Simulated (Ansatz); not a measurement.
# AlPH (quartet): B2PLYP, RPA-PBE over a scan of the distance Al1–H3, 6-31G, part 1 of 2

How well do these functionals follow the top wave-function level for AlPH (quartet) over a scan of the distance Al1–H3?

Program: Ansatz 0.2.0, Gaussian basis. Level of theory: 6-31G, all electrons in the functionals, frozen cores in the correlation of double hybrids and RPA. These are calculated values, not measurements.

Plan: B2PLYP, RPA-PBE, at 1.261 Å; 1.459 Å; 1.614 Å; 1.739 Å; 1.922 Å; 2.221 Å; 2.639 Å; 2.942 Å; 3.465 Å; 4.407 Å; 5.425 Å.

18 further runs of the same task are left out: 14 that didn't finish, 4 set aside as unsound or not needed.

### 1 The geometry

The geometry derives from a PBE0/def2-TZVP stationary point (not a proven minimum). One bond is set to the value named and the two fragments are kept rigid.

3 atoms, charge 0, spin multiplicity 4.

Atoms are counted from 1 here; the program's logs count them from 0.

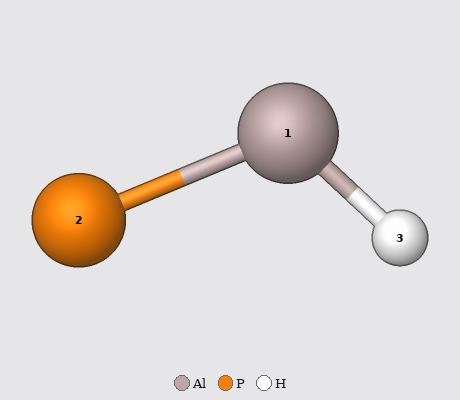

The structure; aluminium light grey, phosphorus orange, hydrogen white; atoms are numbered from 1 in the order of the file.

Geometry (Å):

```xyz
3

Al    0.0000   -0.1077    1.2377
P     0.0000    0.0510   -1.1432
H     0.0000    1.3154    1.9991
```

No dispersion term is added.

The geometry shown and the zero of energy belong to the point 1.614 Å. The yardstick, FCI, and other wave-function levels (R restricted, U unrestricted, valence and pair active spaces) come from earlier runs.

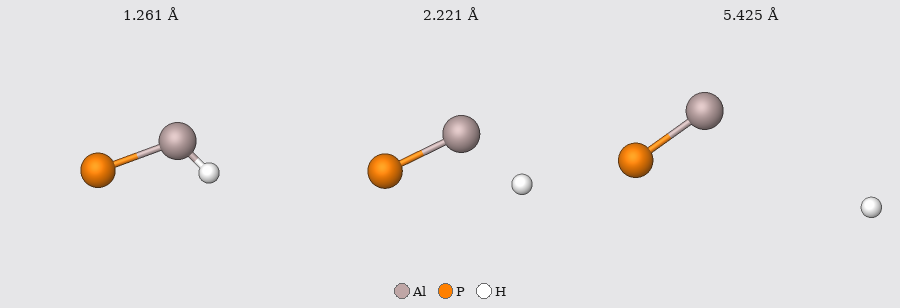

Three points of the scan; sticks are drawn by distance.

### 2 B2PLYP, 1.261 Å

Contents of in.yaml:

```yaml
crystal:
  periodic: [false, false, false]
  atoms:
    - {symbol: Al, position_ang: [0.000000, -0.102375, 1.240559]}
    - {symbol: P, position_ang: [0.000000, 0.056330, -1.140390]}
    - {symbol: H, position_ang: [0.000000, 1.009496, 1.835423]}
basis:
  gaussian: {orbitals: 6-31G}
magnetization: {spin_polarized: true, initial_magnetization: 3}
hamiltonian: {xc: {name: B2PLYP}}
correlation: {electrons: outside_noble_gas}
```

The run is started by

```bash
> ansatz run in.yaml --threads 1 --pin off --events-out ev --progress --plain --max-ram 2393MiB
```

Output:

```text
Functional definition: B2PLYP
  name "B2PLYP"
  cite "Grimme, J. Chem. Phys. 124, 034108 (2006) doi:10.1063/1.2148954"
  cite "Becke, Phys. Rev. A 38, 3098 (1988) doi:10.1103/PhysRevA.38.3098"
  cite "Lee, Yang & Parr, Phys. Rev. B 37, 785 (1988) doi:10.1103/PhysRevB.37.785"
  parameter a = 0.53
  parameter c = 0.27
  exchange = (1 - a)*b88_x + a*exact_x
  correlation = (1 - c)*lyp_c + c*(mp2_os + mp2_ss)
310 factors; integrals over basis functions are off by at most 1.6e-4 eV
mean field evaluation 1: about -15887.6614 eV, gradient 4.9e0 eV
mean field evaluation 2: about -15887.7134 eV, gradient 4.8e0 eV
mean field evaluation 4: about -15888.0235 eV, gradient 6.6e-1 eV
mean field evaluation 8: about -15888.0344 eV, gradient 3.8e-2 eV
mean field evaluation 16: about -15888.0345 eV, gradient 2.0e-4 eV
mean field -15888.03454355 eV, -583.8745001788 hartree, gradient 4.0e-6 eV, S^2 3.755805; 2 other end points of the search recorded, 0 dependent functions left out
10 core orbitals not correlated: weight in the atoms' cores, before any rotation towards them, 1.000 or more for the frozen orbitals, at most 0.000 for the correlated occupied ones
reference -15888.03467293 eV, -583.8745049333 hartree; 6, 3 occupied and 12, 15 virtual orbitals, 310 factors
second order -1.64569311 eV of doubles, -0.00000000 eV of singles
Total energy: -15888.47901006 eV, -583.8908340220 hartree
```

It took 1.2 s on 1 thread of Arm Neoverse V2, shared host.

From the report: ⟨S²⟩ of the determinant 3.756 (pure quartet: 3.75).

### 3 B2PLYP, 1.459 Å

Contents of in.yaml:

```yaml
crystal:
  periodic: [false, false, false]
  atoms:
    - {symbol: Al, position_ang: [0.000000, -0.105360, 1.238962]}
    - {symbol: P, position_ang: [0.000000, 0.053345, -1.141987]}
    - {symbol: H, position_ang: [0.000000, 1.181096, 1.927230]}
basis:
  gaussian: {orbitals: 6-31G}
magnetization: {spin_polarized: true, initial_magnetization: 3}
hamiltonian: {xc: {name: B2PLYP}}
correlation: {electrons: outside_noble_gas}
```

The command is unchanged.

Output (excerpt; [...] marks lines left out):

```text
Functional definition: B2PLYP
  name "B2PLYP"
  cite "Grimme, J. Chem. Phys. 124, 034108 (2006) doi:10.1063/1.2148954"
  cite "Becke, Phys. Rev. A 38, 3098 (1988) doi:10.1103/PhysRevA.38.3098"
  cite "Lee, Yang & Parr, Phys. Rev. B 37, 785 (1988) doi:10.1103/PhysRevB.37.785"
[...]
310 factors; integrals over basis functions are off by at most 1.4e-4 eV
[...]
mean field -15889.14295557 eV, -583.9152335692 hartree, gradient 1.7e-6 eV, S^2 3.757021; 2 other end points of the search recorded, 0 dependent functions left out
10 core orbitals not correlated: weight in the atoms' cores, before any rotation towards them, 1.000 or more for the frozen orbitals, at most 0.000 for the correlated occupied ones
reference -15889.14308645 eV, -583.9152383789 hartree; 6, 3 occupied and 12, 15 virtual orbitals, 310 factors
second order -1.68247066 eV of doubles, -0.00000000 eV of singles
Total energy: -15889.59735352 eV, -583.9319323861 hartree
```

Run time: 0.99 s. Hardware: 1 thread of Arm Neoverse V2, shared host.

From the report: ⟨S²⟩ of the determinant 3.757 (pure quartet: 3.75).

### 4 B2PLYP, 1.614 Å

Contents of in.yaml:

```yaml
crystal:
  periodic: [false, false, false]
  atoms:
    - {symbol: Al, position_ang: [0.000000, -0.107696, 1.237712]}
    - {symbol: P, position_ang: [0.000000, 0.051009, -1.143237]}
    - {symbol: H, position_ang: [0.000000, 1.315423, 1.999097]}
basis:
  gaussian: {orbitals: 6-31G}
magnetization: {spin_polarized: true, initial_magnetization: 3}
hamiltonian: {xc: {name: B2PLYP}}
correlation: {electrons: outside_noble_gas}
```

Same command.

Output (excerpt; [...] marks lines left out):

```text
Functional definition: B2PLYP
  name "B2PLYP"
  cite "Grimme, J. Chem. Phys. 124, 034108 (2006) doi:10.1063/1.2148954"
  cite "Becke, Phys. Rev. A 38, 3098 (1988) doi:10.1103/PhysRevA.38.3098"
  cite "Lee, Yang & Parr, Phys. Rev. B 37, 785 (1988) doi:10.1103/PhysRevB.37.785"
[...]
310 factors; integrals over basis functions are off by at most 1.5e-4 eV
[...]
mean field -15889.35493143 eV, -583.9230235385 hartree, gradient 8.4e-6 eV, S^2 3.758318; 2 other end points of the search recorded, 0 dependent functions left out
10 core orbitals not correlated: weight in the atoms' cores, before any rotation towards them, 1.000 or more for the frozen orbitals, at most 0.000 for the correlated occupied ones
reference -15889.35506311 eV, -583.9230283777 hartree; 6, 3 occupied and 12, 15 virtual orbitals, 310 factors
second order -1.72674361 eV of doubles, -0.00000000 eV of singles
Total energy: -15889.82128389 eV, -583.9401616751 hartree
```

Wall time 0.96 s (1 thread of Arm Neoverse V2, shared host).

From the report: ⟨S²⟩ of the determinant 3.758 (pure quartet: 3.75).

### 5 B2PLYP, 1.739 Å

Contents of in.yaml:

```yaml
crystal:
  periodic: [false, false, false]
  atoms:
    - {symbol: Al, position_ang: [0.000000, -0.109580, 1.236704]}
    - {symbol: P, position_ang: [0.000000, 0.049125, -1.144245]}
    - {symbol: H, position_ang: [0.000000, 1.423762, 2.057060]}
basis:
  gaussian: {orbitals: 6-31G}
magnetization: {spin_polarized: true, initial_magnetization: 3}
hamiltonian: {xc: {name: B2PLYP}}
correlation: {electrons: outside_noble_gas}
```

The command is unchanged.

Output (excerpt; [...] marks lines left out):

```text
Functional definition: B2PLYP
  name "B2PLYP"
  cite "Grimme, J. Chem. Phys. 124, 034108 (2006) doi:10.1063/1.2148954"
  cite "Becke, Phys. Rev. A 38, 3098 (1988) doi:10.1103/PhysRevA.38.3098"
  cite "Lee, Yang & Parr, Phys. Rev. B 37, 785 (1988) doi:10.1103/PhysRevB.37.785"
[...]
310 factors; integrals over basis functions are off by at most 1.5e-4 eV
[...]
mean field -15889.30134150 eV, -583.9210541448 hartree, gradient 2.2e-6 eV, S^2 3.759856; 2 other end points of the search recorded, 0 dependent functions left out
10 core orbitals not correlated: weight in the atoms' cores, before any rotation towards them, 1.000 or more for the frozen orbitals, at most 0.000 for the correlated occupied ones
reference -15889.30147360 eV, -583.9210589993 hartree; 6, 3 occupied and 12, 15 virtual orbitals, 310 factors
second order -1.77025301 eV of doubles, -0.00000000 eV of singles
Total energy: -15889.77944191 eV, -583.9386240108 hartree
```

Run time: 1 s. Hardware: 1 thread of Arm Neoverse V2, shared host.

From the report: ⟨S²⟩ of the determinant 3.760 (pure quartet: 3.75).

From 1.614 Å: +1.0 kcal/mol.

### 6 B2PLYP, 1.922 Å

Contents of in.yaml:

```yaml
crystal:
  periodic: [false, false, false]
  atoms:
    - {symbol: Al, position_ang: [0.000000, -0.112339, 1.235228]}
    - {symbol: P, position_ang: [0.000000, 0.046366, -1.145721]}
    - {symbol: H, position_ang: [0.000000, 1.582361, 2.141912]}
basis:
  gaussian: {orbitals: 6-31G}
magnetization: {spin_polarized: true, initial_magnetization: 3}
hamiltonian: {xc: {name: B2PLYP}}
correlation: {electrons: outside_noble_gas}
```

The command is unchanged.

Output (excerpt; [...] marks lines left out):

```text
Functional definition: B2PLYP
  name "B2PLYP"
  cite "Grimme, J. Chem. Phys. 124, 034108 (2006) doi:10.1063/1.2148954"
  cite "Becke, Phys. Rev. A 38, 3098 (1988) doi:10.1103/PhysRevA.38.3098"
  cite "Lee, Yang & Parr, Phys. Rev. B 37, 785 (1988) doi:10.1103/PhysRevB.37.785"
[...]
310 factors; integrals over basis functions are off by at most 1.4e-4 eV
[...]
mean field -15889.03305026 eV, -583.9111946237 hartree, gradient 3.9e-6 eV, S^2 3.764391; 2 other end points of the search recorded, 0 dependent functions left out
10 core orbitals not correlated: weight in the atoms' cores, before any rotation towards them, 1.000 or more for the frozen orbitals, at most 0.000 for the correlated occupied ones
reference -15889.03318338 eV, -583.9111995156 hartree; 6, 3 occupied and 12, 15 virtual orbitals, 310 factors
second order -1.84097749 eV of doubles, -0.00000000 eV of singles
Total energy: -15889.53024730 eV, -583.9294662778 hartree
```

It took 1 s on 1 thread of Arm Neoverse V2, shared host.

From the report: ⟨S²⟩ of the determinant 3.764 (pure quartet: 3.75).

From 1.614 Å: +6.7 kcal/mol.

### 7 B2PLYP, 2.221 Å

Contents of in.yaml:

```yaml
crystal:
  periodic: [false, false, false]
  atoms:
    - {symbol: Al, position_ang: [0.000000, -0.116845, 1.232817]}
    - {symbol: P, position_ang: [0.000000, 0.041860, -1.148132]}
    - {symbol: H, position_ang: [0.000000, 1.841494, 2.280551]}
basis:
  gaussian: {orbitals: 6-31G}
magnetization: {spin_polarized: true, initial_magnetization: 3}
hamiltonian: {xc: {name: B2PLYP}}
correlation: {electrons: outside_noble_gas}
```

Launched as before.

Output (excerpt; [...] marks lines left out):

```text
Functional definition: B2PLYP
  name "B2PLYP"
  cite "Grimme, J. Chem. Phys. 124, 034108 (2006) doi:10.1063/1.2148954"
  cite "Becke, Phys. Rev. A 38, 3098 (1988) doi:10.1103/PhysRevA.38.3098"
  cite "Lee, Yang & Parr, Phys. Rev. B 37, 785 (1988) doi:10.1103/PhysRevB.37.785"
[...]
310 factors; integrals over basis functions are off by at most 1.3e-4 eV
[...]
mean field -15888.43720442 eV, -583.8892976929 hartree, gradient 2.2e-6 eV, S^2 3.796469; 2 other end points of the search recorded, 0 dependent functions left out
10 core orbitals not correlated: weight in the atoms' cores, before any rotation towards them, 1.000 or more for the frozen orbitals, at most 0.000 for the correlated occupied ones
reference -15888.43733848 eV, -583.8893026196 hartree; 6, 3 occupied and 12, 15 virtual orbitals, 310 factors
second order -1.91954599 eV of doubles, -0.00000000 eV of singles
Total energy: -15888.95561590 eV, -583.9083489633 hartree
```

It took 1.1 s on 1 thread of Arm Neoverse V2, shared host.

From the report: ⟨S²⟩ of the determinant 3.796 (pure quartet: 3.75).

From 1.614 Å: +20.0 kcal/mol.

### 8 B2PLYP, 2.639 Å

Contents of in.yaml:

```yaml
crystal:
  periodic: [false, false, false]
  atoms:
    - {symbol: Al, position_ang: [0.000000, -0.123146, 1.229446]}
    - {symbol: P, position_ang: [0.000000, 0.035559, -1.151503]}
    - {symbol: H, position_ang: [0.000000, 2.203760, 2.474368]}
basis:
  gaussian: {orbitals: 6-31G}
magnetization: {spin_polarized: true, initial_magnetization: 3}
hamiltonian: {xc: {name: B2PLYP}}
correlation: {electrons: outside_noble_gas}
```

The command is unchanged.

Output (excerpt; [...] marks lines left out):

```text
Functional definition: B2PLYP
  name "B2PLYP"
  cite "Grimme, J. Chem. Phys. 124, 034108 (2006) doi:10.1063/1.2148954"
  cite "Becke, Phys. Rev. A 38, 3098 (1988) doi:10.1103/PhysRevA.38.3098"
  cite "Lee, Yang & Parr, Phys. Rev. B 37, 785 (1988) doi:10.1103/PhysRevB.37.785"
[...]
310 factors; integrals over basis functions are off by at most 1.7e-4 eV
[...]
mean field -15887.82544916 eV, -583.8668161018 hartree, gradient 9.0e-6 eV, S^2 3.876829; 4 other end points of the search recorded, 0 dependent functions left out
10 core orbitals not correlated: weight in the atoms' cores, before any rotation towards them, 1.000 or more for the frozen orbitals, at most 0.000 for the correlated occupied ones
reference -15887.82558709 eV, -583.8668211707 hartree; 6, 3 occupied and 12, 15 virtual orbitals, 310 factors
second order -1.83429062 eV of doubles, -0.00000000 eV of singles
Total energy: -15888.32084556 eV, -583.8850215837 hartree
```

It took 1.3 s on 1 thread of Arm Neoverse V2, shared host.

From the report: ⟨S²⟩ of the determinant 3.877 (pure quartet: 3.75).

From 1.614 Å: +34.6 kcal/mol.

### 9 B2PLYP, 2.942 Å

Contents of in.yaml:

```yaml
crystal:
  periodic: [false, false, false]
  atoms:
    - {symbol: Al, position_ang: [0.000000, -0.127713, 1.227003]}
    - {symbol: P, position_ang: [0.000000, 0.030992, -1.153946]}
    - {symbol: H, position_ang: [0.000000, 2.466360, 2.614862]}
basis:
  gaussian: {orbitals: 6-31G}
magnetization: {spin_polarized: true, initial_magnetization: 3}
hamiltonian: {xc: {name: B2PLYP}}
correlation: {electrons: outside_noble_gas}
```

The command is unchanged.

Output (excerpt; [...] marks lines left out):

```text
Functional definition: B2PLYP
  name "B2PLYP"
  cite "Grimme, J. Chem. Phys. 124, 034108 (2006) doi:10.1063/1.2148954"
  cite "Becke, Phys. Rev. A 38, 3098 (1988) doi:10.1103/PhysRevA.38.3098"
  cite "Lee, Yang & Parr, Phys. Rev. B 37, 785 (1988) doi:10.1103/PhysRevB.37.785"
[...]
310 factors; integrals over basis functions are off by at most 2.0e-4 eV
[...]
mean field -15887.61857054 eV, -583.8592134528 hartree, gradient 5.2e-6 eV, S^2 3.872396; 5 other end points of the search recorded, 0 dependent functions left out
10 core orbitals not correlated: weight in the atoms' cores, before any rotation towards them, 1.000 or more for the frozen orbitals, at most 0.000 for the correlated occupied ones
reference -15887.61871098 eV, -583.8592186136 hartree; 6, 3 occupied and 12, 15 virtual orbitals, 310 factors
second order -1.80039506 eV of doubles, -0.00000000 eV of singles
Total energy: -15888.10481764 eV, -583.8770827041 hartree
```

Run time: 1.7 s. Hardware: 1 thread of Arm Neoverse V2, shared host.

From the report: ⟨S²⟩ of the determinant 3.872 (pure quartet: 3.75).

From 1.614 Å: +39.6 kcal/mol.

### 10 B2PLYP, 3.465 Å

Contents of in.yaml:

```yaml
crystal:
  periodic: [false, false, false]
  atoms:
    - {symbol: Al, position_ang: [0.000000, -0.135596, 1.222785]}
    - {symbol: P, position_ang: [0.000000, 0.023109, -1.158164]}
    - {symbol: H, position_ang: [0.000000, 2.919626, 2.857364]}
basis:
  gaussian: {orbitals: 6-31G}
magnetization: {spin_polarized: true, initial_magnetization: 3}
hamiltonian: {xc: {name: B2PLYP}}
correlation: {electrons: outside_noble_gas}
```

The command is unchanged.

Output (excerpt; [...] marks lines left out):

```text
Functional definition: B2PLYP
  name "B2PLYP"
  cite "Grimme, J. Chem. Phys. 124, 034108 (2006) doi:10.1063/1.2148954"
  cite "Becke, Phys. Rev. A 38, 3098 (1988) doi:10.1103/PhysRevA.38.3098"
  cite "Lee, Yang & Parr, Phys. Rev. B 37, 785 (1988) doi:10.1103/PhysRevB.37.785"
[...]
311 factors; integrals over basis functions are off by at most 2.0e-4 eV
[...]
mean field -15887.49078891 eV, -583.8545175643 hartree, gradient 5.0e-6 eV, S^2 3.819225; 6 other end points of the search recorded, 0 dependent functions left out
10 core orbitals not correlated: weight in the atoms' cores, before any rotation towards them, 1.000 or more for the frozen orbitals, at most 0.000 for the correlated occupied ones
reference -15887.49093347 eV, -583.8545228768 hartree; 6, 3 occupied and 12, 15 virtual orbitals, 311 factors
second order -1.78968656 eV of doubles, -0.00000000 eV of singles
Total energy: -15887.97414884 eV, -583.8722807141 hartree
```

Run time: 1.9 s. Hardware: 1 thread of Arm Neoverse V2, shared host.

From the report: ⟨S²⟩ of the determinant 3.819 (pure quartet: 3.75).

From 1.614 Å: +42.6 kcal/mol.

### 11 B2PLYP, 4.407 Å

Contents of in.yaml:

```yaml
crystal:
  periodic: [false, false, false]
  atoms:
    - {symbol: Al, position_ang: [0.000000, -0.149794, 1.215189]}
    - {symbol: P, position_ang: [0.000000, 0.008911, -1.165760]}
    - {symbol: H, position_ang: [0.000000, 3.736024, 3.294146]}
basis:
  gaussian: {orbitals: 6-31G}
magnetization: {spin_polarized: true, initial_magnetization: 3}
hamiltonian: {xc: {name: B2PLYP}}
correlation: {electrons: outside_noble_gas}
```

Same command.

Output (excerpt; [...] marks lines left out):

```text
Functional definition: B2PLYP
  name "B2PLYP"
  cite "Grimme, J. Chem. Phys. 124, 034108 (2006) doi:10.1063/1.2148954"
  cite "Becke, Phys. Rev. A 38, 3098 (1988) doi:10.1103/PhysRevA.38.3098"
  cite "Lee, Yang & Parr, Phys. Rev. B 37, 785 (1988) doi:10.1103/PhysRevB.37.785"
[...]
311 factors; integrals over basis functions are off by at most 1.1e-4 eV
[...]
mean field -15887.45616097 eV, -583.8532450110 hartree, gradient 2.2e-6 eV, S^2 3.762516; 6 other end points of the search recorded, 0 dependent functions left out
10 core orbitals not correlated: weight in the atoms' cores, before any rotation towards them, 1.000 or more for the frozen orbitals, at most 0.000 for the correlated occupied ones
reference -15887.45631577 eV, -583.8532506997 hartree; 6, 3 occupied and 12, 15 virtual orbitals, 311 factors
second order -1.78960691 eV of doubles, -0.00000000 eV of singles
Total energy: -15887.93950963 eV, -583.8710077467 hartree
```

Run time: 3 s. Hardware: 1 thread of Arm Neoverse V2, shared host.

From the report: ⟨S²⟩ of the determinant 3.763 (pure quartet: 3.75).

From 1.614 Å: +43.4 kcal/mol.

### 12 B2PLYP, 5.425 Å

Contents of in.yaml:

```yaml
crystal:
  periodic: [false, false, false]
  atoms:
    - {symbol: Al, position_ang: [0.000000, -0.165138, 1.206980]}
    - {symbol: P, position_ang: [0.000000, -0.006433, -1.173969]}
    - {symbol: H, position_ang: [0.000000, 4.618289, 3.766168]}
basis:
  gaussian: {orbitals: 6-31G}
magnetization: {spin_polarized: true, initial_magnetization: 3}
hamiltonian: {xc: {name: B2PLYP}}
correlation: {electrons: outside_noble_gas}
```

The command is unchanged.

Output (excerpt; [...] marks lines left out):

```text
Functional definition: B2PLYP
  name "B2PLYP"
  cite "Grimme, J. Chem. Phys. 124, 034108 (2006) doi:10.1063/1.2148954"
  cite "Becke, Phys. Rev. A 38, 3098 (1988) doi:10.1103/PhysRevA.38.3098"
  cite "Lee, Yang & Parr, Phys. Rev. B 37, 785 (1988) doi:10.1103/PhysRevB.37.785"
[...]
310 factors; integrals over basis functions are off by at most 2.1e-4 eV
[...]
mean field -15887.45133303 eV, -583.8530675874 hartree, gradient 1.6e-6 eV, S^2 3.755406; 7 other end points of the search recorded, 0 dependent functions left out
10 core orbitals not correlated: weight in the atoms' cores, before any rotation towards them, 1.000 or more for the frozen orbitals, at most 0.000 for the correlated occupied ones
reference -15887.45150723 eV, -583.8530739892 hartree; 6, 3 occupied and 12, 15 virtual orbitals, 310 factors
second order -1.78985430 eV of doubles, -0.00000000 eV of singles
Total energy: -15887.93476789 eV, -583.8708334910 hartree
```

Run time: 3.1 s. Hardware: 1 thread of Arm Neoverse V2, shared host.

From the report: ⟨S²⟩ of the determinant 3.755 (pure quartet: 3.75).

From 1.614 Å: +43.5 kcal/mol.

### 13 RPA-PBE, 1.261 Å

Contents of in.yaml:

```yaml
crystal:
  periodic: [false, false, false]
  atoms:
    - {symbol: Al, position_ang: [0.000000, -0.102375, 1.240559]}
    - {symbol: P, position_ang: [0.000000, 0.056330, -1.140390]}
    - {symbol: H, position_ang: [0.000000, 1.009496, 1.835423]}
basis:
  gaussian: {orbitals: 6-31G}
magnetization: {spin_polarized: true, initial_magnetization: 3}
hamiltonian: {xc: {name: PBE}}
correlation: {method: rpa, electrons: outside_noble_gas}
```

Launched as before.

Output (excerpt; [...] marks lines left out):

```text
Functional definition: PBE
  name "PBE"
  cite "Perdew, Burke & Ernzerhof, Phys. Rev. Lett. 77, 3865 (1996) doi:10.1103/PhysRevLett.77.3865"
  parent pbe
[...]
310 factors; integrals over basis functions are off by at most 1.6e-4 eV
[...]
mean field -15887.97833824 eV, -583.8724346717 hartree, gradient 5.7e-6 eV, S^2 3.751798; 4 other end points of the search recorded, 0 dependent functions left out
10 core orbitals not correlated: weight in the atoms' cores, before any rotation towards them, 1.000 or more for the frozen orbitals, at most 0.000 for the correlated occupied ones
reference -15865.79580612 eV, -583.0572416524 hartree; 6, 3 occupied and 12, 15 virtual orbitals, 310 factors
Total energy: -15869.20210652 eV, -583.1824208829 hartree
```

It took 1.8 s on 1 thread of Arm Neoverse V2, shared host.

From the report: ⟨S²⟩ of the determinant 3.752 (pure quartet: 3.75).

### 14 RPA-PBE, 1.459 Å

Contents of in.yaml:

```yaml
crystal:
  periodic: [false, false, false]
  atoms:
    - {symbol: Al, position_ang: [0.000000, -0.105360, 1.238962]}
    - {symbol: P, position_ang: [0.000000, 0.053345, -1.141987]}
    - {symbol: H, position_ang: [0.000000, 1.181096, 1.927230]}
basis:
  gaussian: {orbitals: 6-31G}
magnetization: {spin_polarized: true, initial_magnetization: 3}
hamiltonian: {xc: {name: PBE}}
correlation: {method: rpa, electrons: outside_noble_gas}
```

Same command.

Output (excerpt; [...] marks lines left out):

```text
Functional definition: PBE
  name "PBE"
  cite "Perdew, Burke & Ernzerhof, Phys. Rev. Lett. 77, 3865 (1996) doi:10.1103/PhysRevLett.77.3865"
  parent pbe
[...]
310 factors; integrals over basis functions are off by at most 1.4e-4 eV
[...]
mean field -15889.12611509 eV, -583.9146146930 hartree, gradient 8.2e-6 eV, S^2 3.752072; 4 other end points of the search recorded, 0 dependent functions left out
10 core orbitals not correlated: weight in the atoms' cores, before any rotation towards them, 1.000 or more for the frozen orbitals, at most 0.000 for the correlated occupied ones
reference -15866.90755595 eV, -583.0980977048 hartree; 6, 3 occupied and 12, 15 virtual orbitals, 310 factors
Total energy: -15870.37861434 eV, -583.2256567479 hartree
```

It took 1.3 s on 1 thread of Arm Neoverse V2, shared host.

From the report: ⟨S²⟩ of the determinant 3.752 (pure quartet: 3.75).

(Continued in part 2 of 2.)
